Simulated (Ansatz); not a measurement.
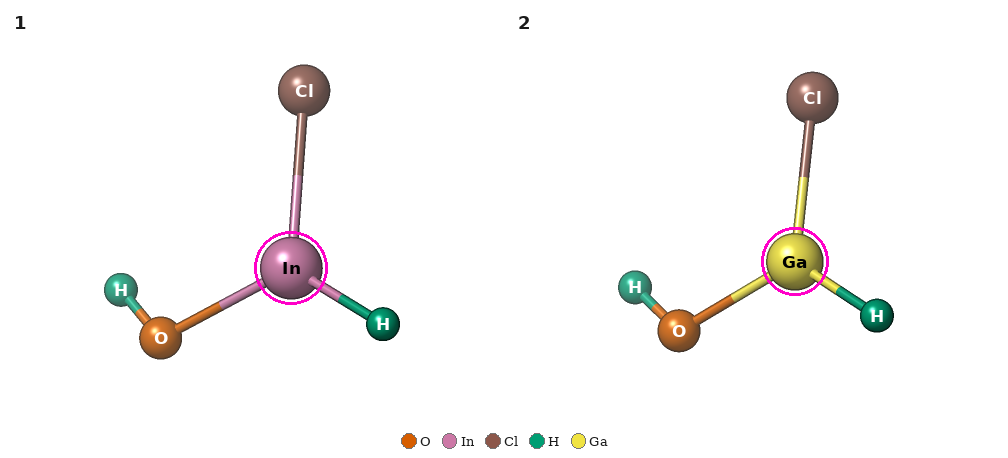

2 molecules with one skeleton, seen from the same side and at one scale; the atom that differs is circled. Each species is neutral and a spin singlet. Computed geometries: PBE0-D4/def2-TZVP optimisations, one conformation each. Properties computed with Ansatz 0.2.0. Elements past Kr carry core potentials.

One atom differs, called X below: In in panel 1, Ga in panel 2. Their formulas are ClH2InO (`[OH][InH][Cl]`), ClGaH2O (`[OH][GaH][Cl]`).

**In which is the length of X–H larger (PBE0-D4/def2-TZVP)?**

In panel 1 (X = In).

**In which is the length of X–O larger (PBE0-D4/def2-TZVP)?**

In panel 1 (X = In).

Give the values. With PBE0-D4/def2-TZVP: length of X–Cl (Å), length of X–H (Å), length of X–O (Å), angle O–X–Cl (°). With CAM-B3LYP-D4/def2-TZVPP: HOMO energy (Kohn–Sham orbital) (eV), HOMO–LUMO gap (eV).

| quantity | 1 (In) | 2 (Ga) | 2 − 1 |
| --- | --- | --- | --- |
| length of X–Cl (Å) | 2.333 | 2.145 | −0.188 |
| length of X–H (Å) | 1.688 | 1.541 | −0.147 |
| length of X–O (Å) | 1.968 | 1.772 | −0.196 |
| angle O–X–Cl (°) | 109.8 | 115.0 | +5.2 |
| HOMO energy (Kohn–Sham orbital) (eV) | −10.03 | −10.34 | −0.31 |
| HOMO–LUMO gap (eV) | 9.30 | 10.08 | +0.78 |
